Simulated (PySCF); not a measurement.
C₄H₄Se, SMILES `c1cc[se]c1`.

Level of theory: PBE/def2-SVPD (PySCF), at a geometry from GFN2-xTB. No frequency check shows the geometry to be a minimum. GFN2-xTB bond lengths at metals and heavier atoms can be off by up to 0.1 Å and shapes distorted, which carries into these values.

Input

```python
import numpy as np
from pyscf import gto, scf, dft, tdscf
from pyscf.scf import atom_ks, atom_hf
from scipy.linalg import block_diag

def solve(mol, dm0=None, hcore=None):
    mf = (dft.UKS if mol.spin else dft.RKS)(mol, xc='pbe')
    mf.grids.level = 3
    mf = mf.density_fit(auxbasis='def2-universal-jkfit')
    mf.conv_tol, mf.max_cycle = 1e-8, 80
    if hcore is not None:
        mf.get_hcore = lambda *args: hcore
    mf.kernel(dm0)
    if not mf.converged:
        mf = mf.newton().run(mf.mo_coeff, mf.mo_occ, max_cycle=30)
    assert mf.converged, 'SCF not converged'
    return mf

mol = gto.M(atom='''
C      1.67390    -0.70814     0.00000
C      1.67389     0.70816     0.00000
C      0.43945     1.27082     0.00000
Se    -0.91010     0.00000     0.00000
C      0.43948    -1.27082     0.00000
H      2.58162    -1.28775     0.00000
H      2.58159     1.28779     0.00000
H      0.20995     2.32119     0.00000
H      0.21000    -2.32120     0.00000
''', basis='def2-svpd', charge=0, spin=0, verbose=4)
mf = solve(mol)
td = mf.TDDFT()
td.nstates, td.singlet, td.conv_tol = 6, True, 1e-5
td.kernel()
td.analyze()
x, y = np.array([p[0] for p in td.xy]), np.array([p[1] + 0 * p[0] for p in td.xy])
f, mu = td.oscillator_strength(), td.transition_dipole()
nto = [td.get_nto(state=i + 1, verbose=4) for i in range(len(td.e))]
# spherically averaged free atoms, for the promolecule
atm = atom_ks.get_atm_nrks(mol, xc='pbe')
pro = block_diag(*[(atm[a[0]][2] * atm[a[0]][3]) @ atm[a[0]][2].T for a in mol._atom])
np.savez('result.npz', e=td.e, f=f, ok=td.converged, w=[n[0] for n in nto], nto=[n[1] for n in nto], x=x, y=y, c=mf.mo_coeff, occ=mf.mo_occ, eps=mf.mo_energy, pro=pro, mu=mu)
```

Launched as:

```sh
OMP_NUM_THREADS=1 python input.py
```

The run took 3.2 min on 1 thread of Arm Neoverse V1, on a shared host, peak memory 0.7 GiB.

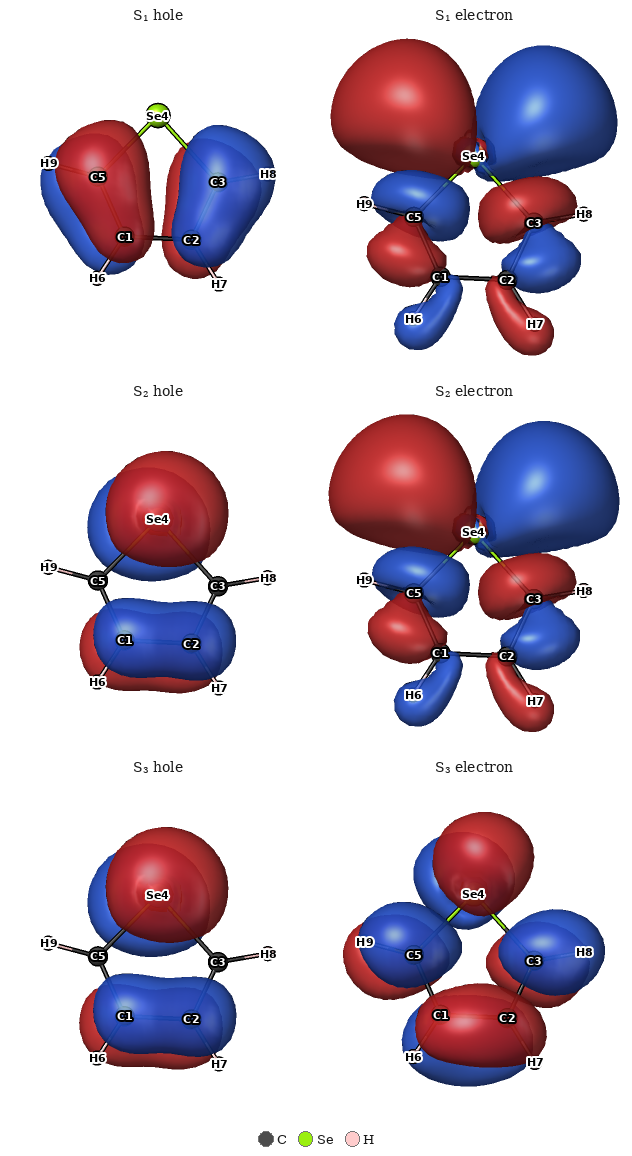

Leading natural transition orbitals (full linear response singlet states).

**Describe these excited states.**

By state:
- S₁: 5.13 eV (241 nm), f = 0.003, partly diffuse acceptor orbital; the leading pair carries 100 %; hole on C3 and C5 (29 % each), C1 and C2 (14 % each) and Se4 (7 %), electron on Se4 (63 %) and C3 and C5 (11 % each) (atom shares of so diffuse an orbital are rough); their centroids lie 1.7 Å apart.
- S₂: 5.26 eV (236 nm), f = 0.000 (dark), partly diffuse acceptor orbital; the leading pair carries 100 %; hole on Se4 (56 %) and C1 and C2 (16 % each), electron on Se4 (63 %) and C3 and C5 (11 % each) (atom shares of so diffuse an orbital are rough); their centroids lie 1.1 Å apart; S₃ lies within 0.1 eV of it.
- S₃: 5.30 eV (234 nm), f = 0.097; the leading pair carries 88 %; hole on Se4 (50 %), C1 and C2 (16 % each) and C3 and C5 (7 % each), electron on Se4 (25 %), C3 and C5 (20 % each) and C1 and C2 (12 % each); their centroids lie 0.2 Å apart; S₂ lies within 0.1 eV of it.
